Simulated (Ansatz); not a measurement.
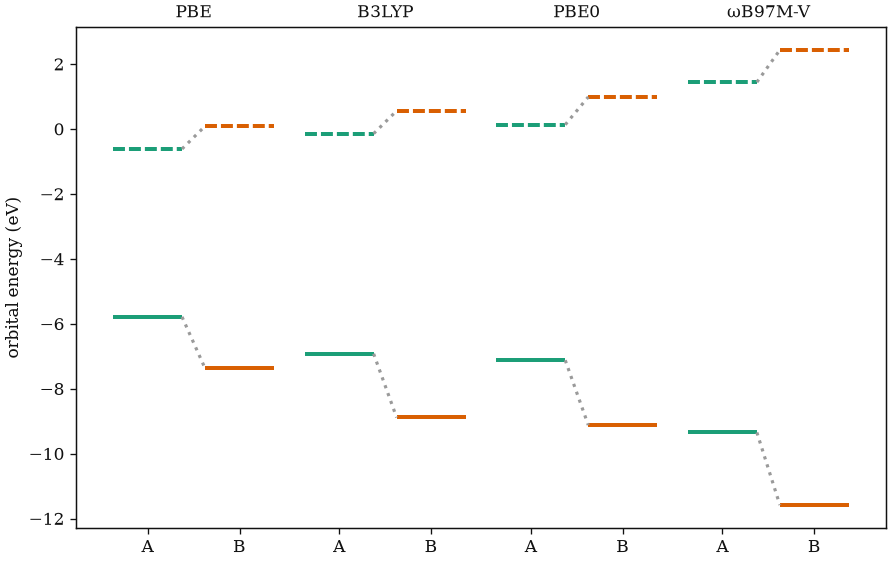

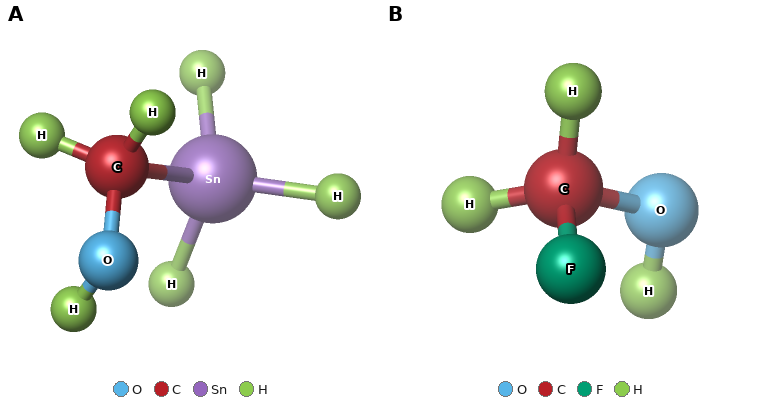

One change: A, CH₆OSn (SMILES O[CH2][SnH3]), becomes B, CH₃FO (SMILES OCF). SnH₃ on C is replaced by F. HOMO (solid) and LUMO (dashed) computed in def2-TZVPP at PBE0-D4/def2-TZVP geometries, both minima by their frequencies, gas phase, the Ansatz code 0.2.0. Empty levels above zero depend strongly on the basis.

What does the change do to HOMO and LUMO?

Answer. PBE: the HOMO falls by 1.58 eV, the LUMO rises by 0.70 eV, and the separation goes from 5.17 to 7.46 eV. B3LYP: the HOMO falls by 1.96 eV, the LUMO rises by 0.70 eV, and the separation goes from 6.78 to 9.45 eV. PBE0: the HOMO falls by 2.00 eV, the LUMO rises by 0.85 eV, and the separation goes from 7.26 to 10.11 eV. ωB97M-V: the HOMO falls by 2.24 eV, the LUMO rises by 0.99 eV, and the separation goes from 10.79 to 14.02 eV.

Do the functionals agree on the effect?

Answer. They agree on the direction for both levels; the HOMO shift lies between −2.24 and −1.58 eV and the LUMO shift between 0.70 and 0.99 eV, while the separations themselves differ by up to 6.6 eV between functionals.

Known limits of this run: core potentials past krypton; spin-orbit coupling is left out, and with Sn it can shift these values.
